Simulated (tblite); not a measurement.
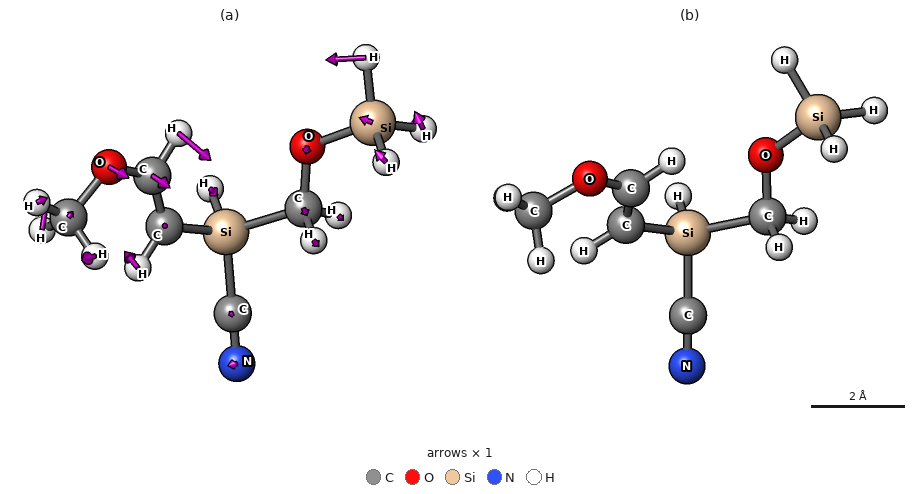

The structure of C5H11NO2Si2 before (left) and after (right) a relaxation, at one scale. The purple arrows give the displacements, at their true length.

Style: ball-and-stick. Shown from a free direction.

Method: tblite, GFN2-xTB geometry optimisation, gas phase. 

**What changed between the two?**

Over 151 geometry steps the energy falls by 7.91 kcal/mol. The atom that moves furthest after the best rigid fit is an H atom (1.09 Å). By element the largest moves are H 1.09 Å, O 0.60 Å, C 0.56 Å, Si 0.34 Å, N 0.25 Å. Some distances before and after: O–Si 1.673 → 1.621 Å, H–Si 1.482 → 1.454 Å, C–O 1.363 → 1.343 Å, C–Si 1.893 → 1.876 Å. Among the angles between lasting bonds that change: O–Si–H 109.4° → 98.6°, C–O–Si 118.9° → 128.6°, Si–C–O 115.6° → 106.0°. Groups turn about C–Si by about 30°. The run took 2.9 s on 1 thread of Arm Neoverse N1, on a shared host.
